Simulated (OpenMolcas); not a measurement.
# triplet C2H7NSi at 6 levels

We compute a comparison of 6 runs (UHF/3-21G, UHF/6-31G*, U-r2SCAN/6-31G*, U-revPBE/6-31G*, UM06-2X/6-31G*, UPBE/6-31G*) of triplet C2H7NSi. 

The results are computed with OpenMolcas 26.06.

1 further run of the same task is left out (set aside as unsound or not needed).

### 1 Starting point

C2H7NSi: 11 atoms, total charge 0, spin state triplet. SMILES of the parent species: `C=N[SiH2]C`. The shape is that of a PBE0-D4/def2-TZVP optimisation. That shape belongs to the parent species and isn't relaxed for this state.

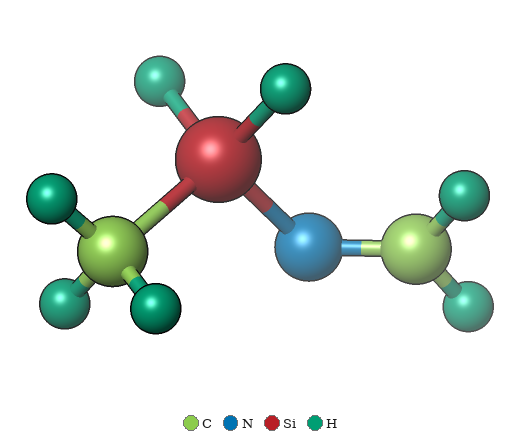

Viewed from a chosen angle; carbon green, nitrogen blue, silicon red, hydrogen teal.

### 2 A single-point energy at UHF/3-21G (run 1)

mol.input reads:

```
* C2H7NSi Hartree-Fock
&GATEWAY
BasLib = $CurrDir
Coord
11
angstrom
C       -0.763200       2.027200       0.389900
N       -0.749500       1.001600      -0.336400
Si      -0.379200      -0.602800       0.247400
C        1.068600      -1.271000      -0.713200
H       -0.997700       3.009000      -0.039500
H       -0.550300       2.023600       1.471900
H       -0.075100      -0.581600       1.713400
H       -1.590400      -1.434700       0.023400
H        0.849500      -1.270200      -1.783000
H        1.292800      -2.296000      -0.407900
H        1.959900      -0.662200      -0.545500
Basis = 3-21G
Group = NoSym
&SEWARD
&SCF
UHF
Spin = 3
Thresholds = 1e-10 1e-07 1e-07 1e-05
PrOrbitals = 0
```

The basis set 3-21G is read from a file made from the Basis Set Exchange's data (not shown).

Command:

```console
$ export MOLCAS_MEM=1860
$ pymolcas mol.input > mol.log
```

Standard output:

```text
--- Start Module: gateway ---
[...]
--- Stop Module: gateway /rc=_RC_ALL_IS_WELL_ ---
--- Start Module: seward ---
[...]
      Basis functions           54
--- Stop Module: seward /rc=_RC_ALL_IS_WELL_ ---
--- Start Module: scf ---
[...]
       Convergence after  27 Iterations
[...]
::    Total SCF energy                               -420.8004302358
[...]
      Total spin, S                                     1.0050084275
[...]
      Total electronic charge=   40.000000
      Total            charge=   -0.000000
[...]
      Dipole Moment (debye):
      Origin of the operator (angstrom)=   -0.2265    0.0686   -0.0169
                   X=  7.8654E-01               Y= -8.0942E-01               Z=  3.5151E-01           Total=  1.1821E+00
      Quadrupole Moment (debye*angstrom):
[...]
--- Stop Module: scf /rc=_RC_ALL_IS_WELL_ ---
[...]
```

It took 3.3 s on 1 thread of Intel Xeon Platinum 8375C at 2.90GHz (Ice Lake), shared host; peak memory 0.39 GiB.

### 3 The energy at UHF/6-31G(d) (spherical functions) (run 2)

calc.input reads:

```
&GATEWAY
 BasLib=$CurrDir
 Coord
 11
 angstrom
 C       -0.763200       2.027200       0.389900
 N       -0.749500       1.001600      -0.336400
 Si      -0.379200      -0.602800       0.247400
 C        1.068600      -1.271000      -0.713200
 H       -0.997700       3.009000      -0.039500
 H       -0.550300       2.023600       1.471900
 H       -0.075100      -0.581600       1.713400
 H       -1.590400      -1.434700       0.023400
 H        0.849500      -1.270200      -1.783000
 H        1.292800      -2.296000      -0.407900
 H        1.959900      -0.662200      -0.545500
 Basis=6-31Gs
 Group=NoSym

&SEWARD

&SCF
 UHF
 Spin=3
 Thresholds=1e-10 1e-07 1e-07 1e-05
 PrOrbitals=0
```

The basis set 6-31G* is read from a file made from the Basis Set Exchange's data (not shown).

Command:

```console
$ export MOLCAS_MEM=1860
$ pymolcas calc.input > calc.log
```

Standard output:

```text
--- Start Module: gateway ---
[...]
--- Stop Module: gateway /rc=_RC_ALL_IS_WELL_ ---
--- Start Module: seward ---
[...]
      Basis functions           74
--- Stop Module: seward /rc=_RC_ALL_IS_WELL_ ---
[...]
--- Start Module: scf ---
[...]
       Convergence after  32 Iterations
[...]
::    Total SCF energy                               -423.0592293403
[...]
      Total spin, S                                     1.0059199404
[...]
      Total electronic charge=   40.000000
      Total            charge=   -0.000000
[...]
      Dipole Moment (debye):
      Origin of the operator (angstrom)=   -0.2265    0.0686   -0.0169
                   X=  7.5243E-01               Y= -6.9713E-01               Z=  2.2487E-01           Total=  1.0501E+00
      Quadrupole Moment (debye*angstrom):
[...]
--- Stop Module: scf /rc=_RC_ALL_IS_WELL_ ---
[...]
```

Wall time 7.5 s (1 thread of Intel Xeon Platinum 8375C at 2.90GHz (Ice Lake), shared host); peak memory 0.43 GiB.

Runs 3 to 5 aren't shown in full; the table further down has their settings and results.

### 4 A single-point energy at UPBE/6-31G(d) (spherical functions) (run 6)

coord.xyz reads:

```xyz
11

C     -0.763200     2.027200     0.389900
N     -0.749500     1.001600    -0.336400
Si    -0.379200    -0.602800     0.247400
C      1.068600    -1.271000    -0.713200
H     -0.997700     3.009000    -0.039500
H     -0.550300     2.023600     1.471900
H     -0.075100    -0.581600     1.713400
H     -1.590400    -1.434700     0.023400
H      0.849500    -1.270200    -1.783000
H      1.292800    -2.296000    -0.407900
H      1.959900    -0.662200    -0.545500
```

test.input reads:

```
&gateway
baslib=$CurrDir
coord=coord.xyz
basis=6-31Gs
group=NoSym
&seward
gridinput
Grid=UltraFine
End of Grid
&scf
uhf
spin=3
ksdft=PBE
thresholds=1e-10 1e-07 1e-07 1e-05
prorbitals=0
```

The basis set 6-31G* is read from a file made from the Basis Set Exchange's data (not shown).

Command:

```console
$ export MOLCAS_MEM=1860
$ pymolcas test.input > test.log
```

Standard output:

```text
--- Start Module: gateway ---
[...]
--- Stop Module: gateway /rc=_RC_ALL_IS_WELL_ ---
--- Start Module: seward ---
[...]
      Basis functions           74
--- Stop Module: seward /rc=_RC_ALL_IS_WELL_ ---
[...]
--- Start Module: scf ---
[...]
       Convergence after  21 Iterations
[...]
::    Total KS-DFT energy                            -424.1660237783
[...]
      Total spin, S                                     1.0011218763
[...]
      Total electronic charge=   40.000000
      Total            charge=   -0.000000
[...]
      Dipole Moment (debye):
      Origin of the operator (angstrom)=   -0.2265    0.0686   -0.0169
                   X=  8.4672E-01               Y= -4.3500E-01               Z=  3.2663E-01           Total=  1.0064E+00
      Quadrupole Moment (debye*angstrom):
[...]
--- Stop Module: scf /rc=_RC_ALL_IS_WELL_ ---
[...]
```

Run time: 43 s. Hardware: 1 thread of Intel Xeon Platinum 8375C at 2.90GHz (Ice Lake), shared host; peak memory 0.43 GiB.

### 5 All runs side by side

```csv
run,level,integration grid,energy (Eh),dipole moment (D),HOMO energy (eV),⟨S²⟩,wall time
1,UHF/3-21G,–,-420.800430,1.18,-6.61,2.015,3.3 s
2,UHF/6-31G* (spherical functions),–,-423.059229,1.05,-6.68,2.018,7.5 s
3,U-r2SCAN/6-31G* (spherical functions),UltraFine,-424.395859,1.01,-2.14,2.008,73 s
4,U-revPBE/6-31G* (spherical functions),UltraFine,-424.399580,1.00,-1.70,2.004,45 s
5,UM06-2X/6-31G* (spherical functions),UltraFine,-424.401699,1.09,-4.17,2.005,69 s
6,UPBE/6-31G* (spherical functions),UltraFine,-424.166024,1.01,-1.72,2.003,43 s
```

### 6 What came out

| quantity | value |
| --- | --- |
| run 6: total energy | -424.16602 Eh |
| run 6: dipole moment | 1.01 D |
| run 6: HOMO energy (highest over α and β) | -1.72 eV |
| run 6: ⟨S²⟩ | 2.003 |

In words: The dipole moment (its size) runs from 1.00 D (U-revPBE/6-31G*) to 1.18 D (UHF/3-21G). The two ends differ in method and basis. Totals of different functionals can't be ranked against each other. All runs together took 4 min, the longest 73 s.
